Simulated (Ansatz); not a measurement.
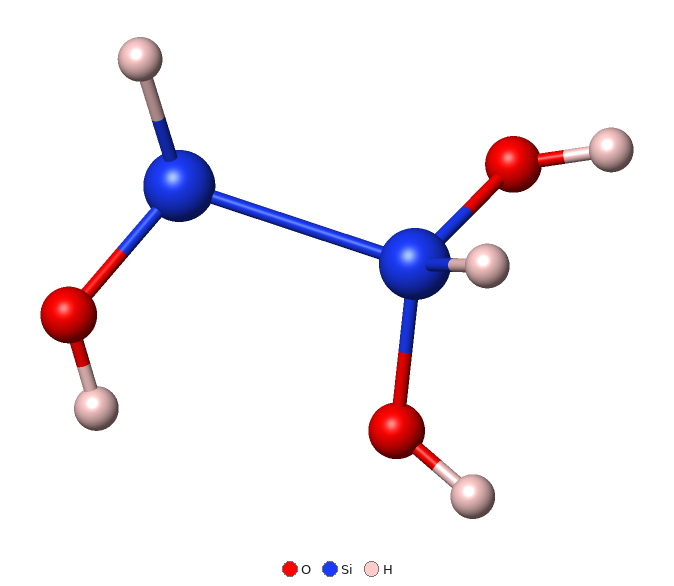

Source: calculation with Ansatz.

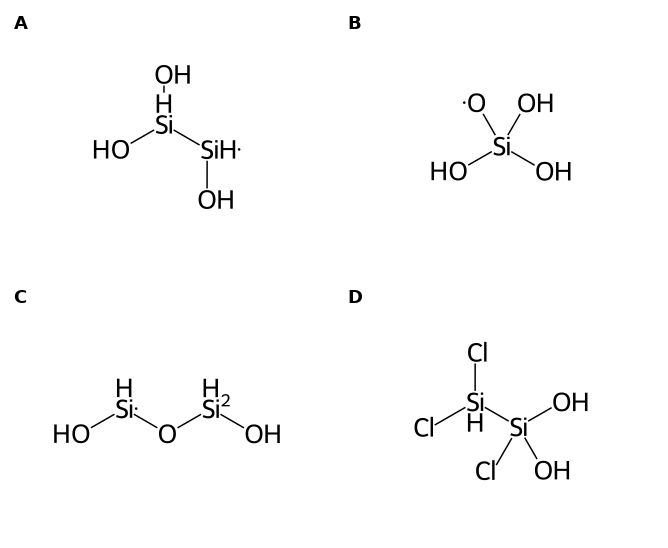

### The first picture shows one of the molecules drawn in the second. Which?

A, `O[SiH][SiH](O)O`.
